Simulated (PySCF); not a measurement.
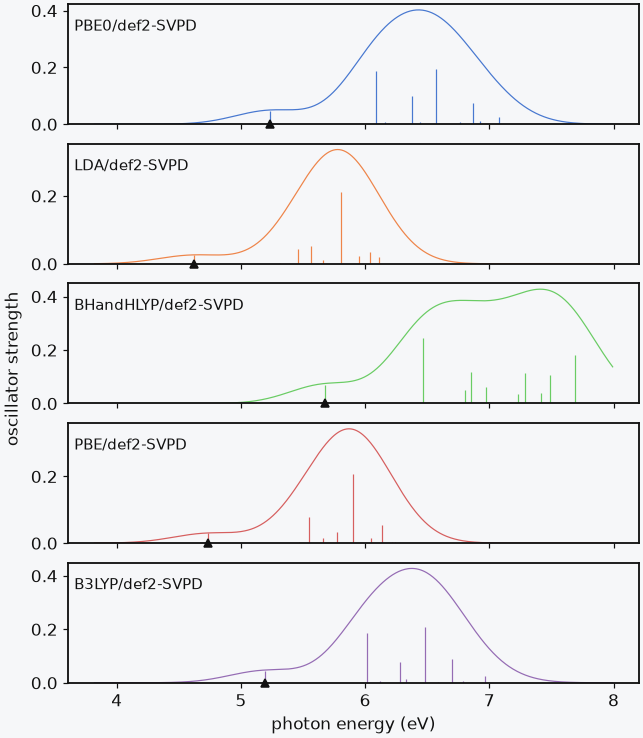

Vertical TDDFT spectra of Si₅H₁₂O, SMILES [SiH3]O[Si@@H]([SiH3])[SiH2][SiH3] at one geometry and several levels (PySCF, at a PBE0-D3(BJ)/def2-SVP geometry (no frequency check)); sticks with Gaussians of 1/e half-width 0.40 eV, the triangle marks S1, which has the same leading orbital pair at all these levels. Only the lowest states were computed, so the high end is incomplete. States within 0.01 eV of each other are merged, with their strengths summed.

How far does S1 move with the level of theory?

Answer. From lowest to highest: LDA/def2-SVPD 4.62 eV, PBE/def2-SVPD 4.74 eV, B3LYP/def2-SVPD 5.19 eV, PBE0/def2-SVPD 5.24 eV, BHandHLYP/def2-SVPD 5.67 eV; a spread of 1.05 eV.

Caveats, for all or some of the runs: core orbitals are frozen in the response; one conformer of a flexible molecule.
